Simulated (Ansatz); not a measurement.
# CHClGeNO (SMILES O=C=[N][GeH][Cl]) at UBLYP/def2-SVP

Aim: the energy change on altering one bond length of CHClGeNO at UBLYP/def2-SVP, from 2 runs. 

The calculation is run with Ansatz 0.2.0.

123 further runs of the same task are left out: 123 set aside as unsound or not needed.

## Step 1: The system as given

The species is CHClGeNO (6 atoms), meant as a doublet with charge 0. SMILES: `O=C=[N][GeH][Cl]`. Geometry: relaxed at PBE0-D4/def2-TZVP. This is one conformer, not always the lowest.

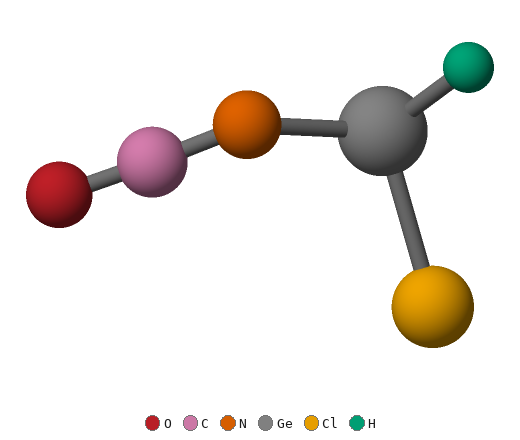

The structure, seen from a chosen angle (oxygen red, carbon pink, nitrogen orange, germanium grey, chlorine amber, hydrogen teal).

## Step 2: A single-point energy at UBLYP/def2-SVP

input.yaml reads:

```yaml
crystal:
  periodic: [false, false, false]
  atoms:
    - {symbol: O, position_ang: [0.024100, -1.617100, -2.245100]}
    - {symbol: C, position_ang: [-0.242900, -1.020000, -1.284700]}
    - {symbol: "N", position_ang: [-0.575200, -0.454300, -0.273000]}
    - {symbol: Ge, position_ang: [-0.153300, 1.067300, 0.651100]}
    - {symbol: Cl, position_ang: [1.946900, 0.976200, 1.132800]}
    - {symbol: H, position_ang: [-0.957700, 0.983900, 1.972700]}
basis:
  gaussian:
    orbitals: def2-SVP
magnetization:
  spin_polarized: true
  initial_magnetization: 1
hamiltonian:
  xc: {name: BLYP}
accuracy: high
output:
  orbitals: {seedname: orbitals}
```

Command:

```
$ ansatz run input.yaml --threads 1 --pin off --max-ram 3480MiB --events-out events.jsonl --progress --plain --runs-dir runs
```

Standard output:

```text
Warning: RAYON_NUM_THREADS=1 ignored (pool sized by the plan → 1); use --threads N
Functional definition: BLYP
  name "BLYP"
  parameter beta = 0.0042
  parameter a = 0.04918
  parameter b = 0.132
  parameter c = 0.2533
  parameter d = 0.349
  exchange = b88_x(beta = beta)
  correlation = lyp_c(a = a, b = b, c = c, d = d)
1963 factors; integrals over basis functions are off by at most 4.4e-9 eV
mean field evaluation 1: about -73609.9357 eV, gradient 4.6e1 eV
mean field evaluation 2: about -73558.0732 eV, gradient 1.1e2 eV
mean field evaluation 4: about -73616.5702 eV, gradient 1.8e1 eV
mean field evaluation 8: about -73617.9918 eV, gradient 4.0e-1 eV
mean field evaluation 16: about -73617.9908 eV, gradient 3.0e-4 eV
mean field -73617.99083790 eV, -2705.4112632265 hartree, gradient 6.2e-8 eV, S^2 0.751317; 0 other end points of the search recorded, 0 dependent functions left out
reference -73617.99088431 eV, -2705.4112649318 hartree; 36, 35 occupied and 61, 62 virtual orbitals, 1963 factors
Total energy: -73617.99088431 eV, -2705.4112649318 hartree
```

It took 13 s on 1 thread of Arm Neoverse V1, shared host; peak memory 0.29 GiB.

## Step 3: The distorted shape

job.yaml reads:

```yaml
crystal:
  periodic: [false, false, false]
  atoms:
    - {symbol: O, position_ang: [-1.026013, -1.571549, -2.485953]}
    - {symbol: C, position_ang: [-1.293013, -0.974449, -1.525553]}
    - {symbol: N, position_ang: [-1.625313, -0.408749, -0.513853]}
    - {symbol: Ge, position_ang: [-1.203413, 1.112851, 0.410247]}
    - {symbol: Cl, position_ang: [1.946900, 0.976200, 1.132800]}
    - {symbol: H, position_ang: [-2.007813, 1.029451, 1.731847]}
basis:
  gaussian: {orbitals: def2-SVP}
magnetization: {spin_polarized: true, initial_magnetization: 1}
hamiltonian: {xc: {name: BLYP}}
accuracy: high
output: {orbitals: {seedname: orbitals}}
```

Command:

```
$ ansatz run job.yaml --threads 1 --pin off --max-ram 3480MiB --events-out events.jsonl --progress --plain --runs-dir runs
```

Standard output:

```text
Warning: RAYON_NUM_THREADS=1 ignored (pool sized by the plan → 1); use --threads N
Functional definition: BLYP
  name "BLYP"
  parameter beta = 0.0042
  parameter a = 0.04918
  parameter b = 0.132
  parameter c = 0.2533
  parameter d = 0.349
  exchange = b88_x(beta = beta)
  correlation = lyp_c(a = a, b = b, c = c, d = d)
1912 factors; integrals over basis functions are off by at most 4.6e-9 eV
mean field evaluation 1: about -73606.3487 eV, gradient 4.8e1 eV
mean field evaluation 2: about -73527.2094 eV, gradient 1.1e2 eV
mean field evaluation 4: about -73603.9028 eV, gradient 3.9e1 eV
mean field evaluation 8: about -73616.1857 eV, gradient 4.3e0 eV
mean field evaluation 16: about -73616.3909 eV, gradient 6.9e-3 eV
mean field evaluation 32: about -73616.2642 eV, gradient 1.5e0 eV
mean field -73616.39085817 eV, -2705.3524650557 hartree, gradient 5.0e-8 eV, S^2 0.755971; 8 other end points of the search recorded, 0 dependent functions left out
reference -73616.39090799 eV, -2705.3524668865 hartree; 36, 35 occupied and 61, 62 virtual orbitals, 1912 factors
Total energy: -73616.39090799 eV, -2705.3524668865 hartree
```

Run time: 22 s. Hardware: 1 thread of Arm Neoverse V1, shared host; peak memory 0.3 GiB.

## Step 4: What came out

At UBLYP/def2-SVP:

| quantity | value |
| --- | --- |
| first shape: total energy | -2705.41126 Eh |
| first shape: HOMO energy (highest over α and β) | -5.42 eV |
| first shape: LUMO energy (lowest over α and β) | -4.53 eV |
| first shape: ⟨S²⟩ | 0.751 |
| distorted shape: total energy | -2705.35247 Eh |
| distorted shape: HOMO energy (highest over α and β) | -5.95 eV |
| distorted shape: LUMO energy (lowest over α and β) | -5.65 eV |
| distorted shape: ⟨S²⟩ | 0.756 |
| energy change with the Ge4–Cl5 bond stretched from 2.157 to 3.235 Å | 1.600 eV |

In words: With the Ge4–Cl5 bond stretched from 2.157 to 3.235 Å the energy rises by 1.60 eV (154 kJ/mol). The first shape isn't relaxed at this level, so the change isn't measured from a minimum.
